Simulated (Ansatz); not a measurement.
# What CaGeS3 (model cell, started as cubic perovskite with Ge in the octahedra) distorts into, part 3 of 3

Wanted: the energy along a soft mode of CaGeS3 (model cell, started as cubic perovskite with Ge in the octahedra) and the structure at the end.

Ansatz 0.2.0; DFT PBEsol, scalar-relativistic, plane waves, PAW; PAW set soft_1.

So far. Step 5 (Energy along the mode, all amplitudes (two of the runs …): The lowest of the steps tried is the last one, at 0.6 Å, 100 meV/atom below the parent; the bottom of the well need not coincide with a step. Step 7 (The new phase in its own primitive cell): The largest force component left is 0.32 meV/Å and the pressure is -0.002 GPa, within the tolerances set. The cell now holds 20.00 Å³/atom. The relaxed cell has a = 6.314, c = 10.034 Å (conventional setting).

The structure was built from a prototype and need not be the compound's stable phase.

**8. Modes of the new phase**

A relaxed structure may still be a saddle point, so its zone-centre modes are computed. No field response is asked, since the mesh shows no gap.

Input file input.yaml:

```yaml
crystal:
  lattice:
    - [-3.1568841482, 3.1568841482, 5.0170204773]
    - [3.1568841482, -3.1568841482, 5.0170204773]
    - [3.1568841482, 3.1568841482, -5.0170204773]
  atoms:
    - { symbol: Ca, position: [0.75, 0.25, 0.5] }
    - { symbol: Ca, position: [0.25, 0.75, 0.5] }
    - { symbol: Ge, position: [0.0, 0.0, 0.0] }
    - { symbol: Ge, position: [0.5, 0.5, 0.0] }
    - { symbol: S, position: [0.1679076095, 0.6679076095, 0.835815219] }
    - { symbol: S, position: [0.8320923905, 0.3320923905, 0.164184781] }
    - { symbol: S, position: [0.75, 0.75, 0.0] }
    - { symbol: S, position: [0.25, 0.25, 0.0] }
    - { symbol: S, position: [0.6679076095, 0.8320923905, 0.5] }
    - { symbol: S, position: [0.3320923905, 0.1679076095, 0.5] }
kpoints:
  mp_grid: { grid: [8, 8, 8] }
hamiltonian:
  xc: pbesol
  pseudopotentials: { kind: paw, azcp: { folder: soft_1 }, xc_functional: pbe }
scf:
  occupations: { method: methfessel_paxton, width: 0.2 }
output:
  eigenvalues: true
phonons:
  method: dfpt
```

On the command line:

```console
$ ansatz run input.yaml --threads 4 --pin off --max-ram 16384MiB --backend cpu --events-out ev --progress --plain --runs-dir out
```

Numbers of over 12 decimals in the logs are rounded to 6 here.

Output:

```text
[...]
Crystal: 10 atoms, lattice volume = 199.997 Å³
Basis set: ecut = 420 eV, 3881 PW (Γ), exchange–correlation on 96×96×96 points (8 copies of the dense FFT grid, shifted against one another)
Bands: 52, of which v1, the nominal top of the filled ones, is band 42 counted from 1 (41 counted from 0)
Symmetry: 16 space group operations
k-points: 260 of 512 (irreducible under 1 space group operation, time reversal used)
[...]
SCF iter   1: F=—  HF=-17415.278326 eV  |F-HF|=—  |Δ(HF+E_count)|=         —  Δρ=4.88e-2  dr2=9.71e0  ethr=3.10e-3  ⟨swp⟩=11.4  Hψ=68839  notcnv=0
[...]
SCF iter  12: F=-17412.083228 eV  HF=-17412.083228 eV  |F-HF|=7.28e-12  |Δ(HF+E_count)|=  1.82e-11  S|Δr|=    0.00e0  Δρ=4.79e-8  dr2=3.56e-12  ethr=1.00e-12  ⟨swp⟩=19.1  Hψ=90444  notcnv=0
SCF 1 converged in 12 iterations: F = -17412.083228 eV  dr2 = 3.56e-12
[...]
DFPT response loops at Γ: preconditioner auto → Kerker (q_TF=auto, 2.361 Å⁻¹) (partly filled bands, converged f_vac=0.000); β = 1.00, the filter's whole step (`scf.mixing.beta` (0.50) is not read by the response loops under this deck's `scf.mixing.preconditioner`; to damp them name `kerker` or `kerker_dos`, under which they read `scf.mixing.beta`, and type it under 1.00, their step now; both keys bind the ground state too); Broyden in place of MSR1
SCF converged after 12 iterations
[...]
Free energy (F): -17412.083228 eV
[...]
Internal energy: -17412.099207 eV  (E = F + TS)
E sigma→0 (E₀):  -17412.087223 eV
Entropy (-TS):   0.015978 eV (1.598 meV/atom)
Fermi energy:    7.403007 eV
[...]
--- Band table (eV; the first three rows and the last of 260) ---
  k-point 0: bands = [... 38 lower, 7.0343, 7.1862, 7.1862, 7.3646, 7.3646, 9.3056, 10.5815, 10.9641, ... 6 higher]
  k-point 1: bands = [... 38 lower, 6.6840, 7.1797, 7.3188, 7.3453, 7.8083, 9.4268, 10.5233, 10.7347, ... 6 higher]
  k-point 2: bands = [... 38 lower, 6.6326, 6.7407, 7.2557, 7.2971, 7.7414, 9.6262, 9.6702, 11.0677, ... 6 higher]
  k-point 259: bands = [... 38 lower, 6.2156, 6.2397, 7.1349, 7.1349, 8.7819, 10.1195, 10.3544, 10.6910, ... 6 higher]
--- Phonons (Γ-DFPT): 8 representative perturbations + reference, on 260 of 512 k-points (Σ response iterations 27) ---
  k mesh reduced under 1 symmetry operation, with k and −k counted as one. Each operation leaves every solved perturbation unchanged. A smaller set is not used because it would not reduce the number of displacements times k-points to solve
  ASR residual: 6.607e-5 → 0.000e0 eV/Å²; symmetrization residual: 4.608e-5 eV/Å²
  ASR residual per site (eV/Å²): 6.61e-5 6.61e-5 3.81e-5 3.81e-5 2.70e-5 2.70e-5 8.56e-6 8.56e-6 2.70e-5 2.70e-5
  Γ frequencies (cm⁻¹): -180.33 -90.47 -90.47 -38.42 -38.42 0.00 0.00 0.00 82.45 82.45 114.00 114.00 118.47 118.47 150.47 165.45 169.37 175.60 176.64 180.09 180.09 181.38 224.65 244.48 259.77 259.77 265.91 322.84 322.84 329.41
  non-analytic LO–TO correction: not included (Born effective charges unavailable; polar crystals: no LO–TO splitting at Γ)
```

Run time: 16 min. Hardware: 4 threads of Arm Neoverse V1, shared host; peak memory 7.5 GiB.

Numbers from this step:

```
sum-rule residual before enforcement                    : 6.61e-5 eV/Å²
point group                                             : 4/mmm
highest optical mode at the zone centre (no LO-TO term) : 329.4 cm⁻¹
lowest optical zone-centre mode                         : -180.3 cm⁻¹
```

Patterns of degenerate modes are one choice out of their space. The modes at Γ (shares of kinetic energy by element, %) (negative means imaginary):

```csv
mode,frequency (cm⁻¹),symmetry,Ca %,Ge %,S %
1,-180.3,A2u,1,60,39
2,-90.5,Eg,24,0,76
3,-90.5,Eg,24,0,76
4,-38.4,Eu,14,3,82
5,-38.4,Eu,14,3,82
6,0.0,acoustic,19,35,46
7,0.0,acoustic,19,35,46
8,0.0,acoustic,19,35,46
9,82.5,Eu,44,44,12
10,82.5,Eu,44,44,12
11,114.0,Eg,75,0,25
12,114.0,Eg,75,0,25
13,118.5,Eu,22,27,50
14,118.5,Eu,22,27,50
15,150.5,B2g,91,0,9
16,165.4,A2g,0,0,100
17,169.4,A2u,73,5,22
18,175.6,A1u,0,100,0
19,176.6,B1u,0,0,100
20,180.1,Eg,1,0,99
21,180.1,Eg,1,0,99
22,181.4,A1g,0,0,100
23,224.7,B1g,0,0,100
24,244.5,B2g,9,0,91
25,259.8,Eu,0,75,25
26,259.8,Eu,0,75,25
27,265.9,A2u,7,0,93
28,322.8,Eu,0,16,84
29,322.8,Eu,0,16,84
30,329.4,A2g,0,0,100
```

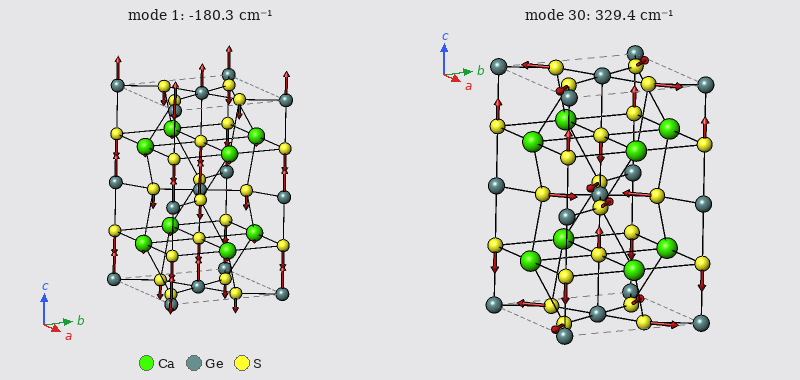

Displacement patterns of modes 1 and 30 at Γ; arrows are exaggerated. Some periodic images of atoms are drawn too.

Before it was imposed, the acoustic sum rule was missed by 6.6e-5 eV/Å². Small misses are needed for a sound result but don't prove that mesh and cutoff are converged. The lowest optical mode is imaginary, 180.3i cm⁻¹, so the energy falls along it.

**9. Outcome**

* unstable mode of the parent: q = (-0.5, -0.5, -0.5), 167i cm⁻¹
* depth at the lowest point sampled: 100 meV/atom
* largest atomic shift at that point: 0.6 Å
* space group reached (within 0.01 Å): I4/mcm
* energy gained over the parent (first relaxation, on the mesh of the frozen mode): 150 meV/atom
* volume per atom, phase reached: 20.0 Å³
* lowest optical zone-centre mode, phase reached: -180 cm⁻¹
* highest optical mode at the zone centre (no LO-TO term), phase reached: 329 cm⁻¹

**Reading.** Along this mode the structure falls into I4/mcm, 150 meV/atom below the parent. At the parent's cell the well is 100.3 meV/atom deep on the steps tried, with its lowest point at a shift of 0.6 Å. That is the last step tried, so the steps alone don't bracket the bottom of the well. Relaxing atoms and cell changes the gain by +50.00 meV/atom against the lowest step (energies at zero smearing). The new phase still has an imaginary mode at the zone centre of its cell, so it is a saddle point on the way to a lower structure. Of the 6 patterns followed to their end from this parent, this one ends 31.3 meV/atom above the lowest, R-3c. Each path keeps the symmetry of its pattern, so a lower phase may lie along a pattern not tried. With no gap, or one that is small against the smearing, the frequencies hang on the k mesh and the smearing, most of all near Kohn anomalies. A semilocal functional can close a gap that the real compound would have, so the metallic treatment may be an artefact of the level. The PAW files were made for PBE and serve the other functionals too. The starting cell was built on a prototype and not taken from a measurement, so the phase need not exist.

[Logs are printed without paths, hosts, clocks, repeated set-up lines and the standing remarks that a program may print on its own settings, such as how far it seeks lower states.]

[Hosts, paths, dates, database ids (printed as entryN), source tags and the programs' standing remarks are cut or masked in the printed files.]
